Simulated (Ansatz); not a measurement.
**Hypothetical CsCl type TaAs, response to strain**

Take TaAs in the CsCl type structure (space group Pm-3m, No. 221; a = 3.178 Å; a hypothetical phase, not in the database extracts checked; relaxed with 0.1 eV smearing) as the base. Axes: x, y, z lie along the cube axes.

Strains are applied to the cell and any free atomic positions relax; under biaxial strain the out-of-plane vector relaxes too.

The values are results of PBEsol, PAW, 420 eV (Ansatz, a first-principles code; scalar-relativistic without spin-orbit coupling), not measurements.

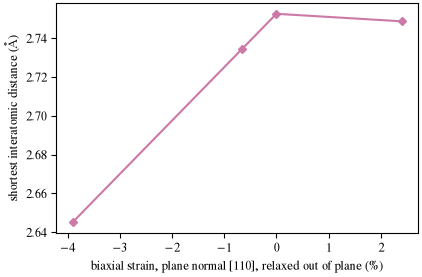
Shortest interatomic distance against biaxial strain, plane normal [110], relaxed out of plane

### Question
From the plot, what is the shortest interatomic distance for biaxial strain +2.40 %, plane normal [110], relaxed out of plane?

### Answer
About 2.749 Å.

### Question
Is the trend monotonic over the range shown?

### Answer
No, it turns within the range, spanning 2.645 Å to 2.753 Å.

Whether these cells are dynamically stable was not tested. All final runs are without spin polarisation.
